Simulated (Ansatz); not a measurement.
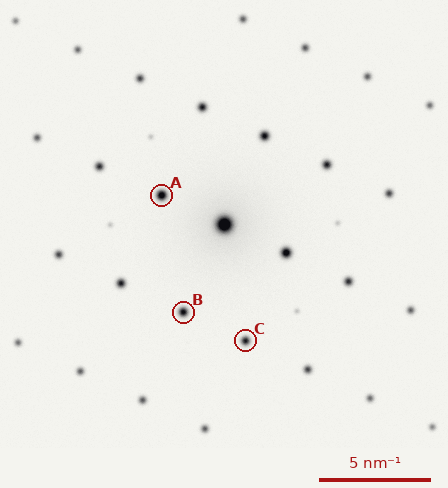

Computed electron diffraction pattern, 300 kV, single scattering only, B = 0.5 Å². The zone axis points towards the electron source and the pattern is seen from the source side.

PmBi, space group Fm-3m (No. 225), a = 6.438 Å. Structure: the input geometry of an electronic-structure calculation (not necessarily at equilibrium); the starting structure was generated, so it need not be a known form of this composition.

```
Pm Bi
1.0
     6.43770    0.00000    0.00000
     0.00000    6.43770    0.00000
     0.00000    0.00000    6.43770
Pm Bi
4 4
Direct
  0.50000 0.00000 0.00000
  0.50000 0.50000 0.50000
  0.00000 0.00000 0.50000
  0.00000 0.50000 0.00000
  0.00000 0.00000 0.00000
  0.00000 0.50000 0.50000
  0.50000 0.00000 0.50000
  0.50000 0.50000 0.00000
```

Spot A is indexed 0 0 -2 and spot B -2 2 0.

> What are the indices of the remaining marked spot?

C = −A + B = -2 2 2 (d = 1.858 Å).

> Which zone axis is this?

The cross product of A and B is parallel to [110]; every spot obeys hu + kv + lw = 0.
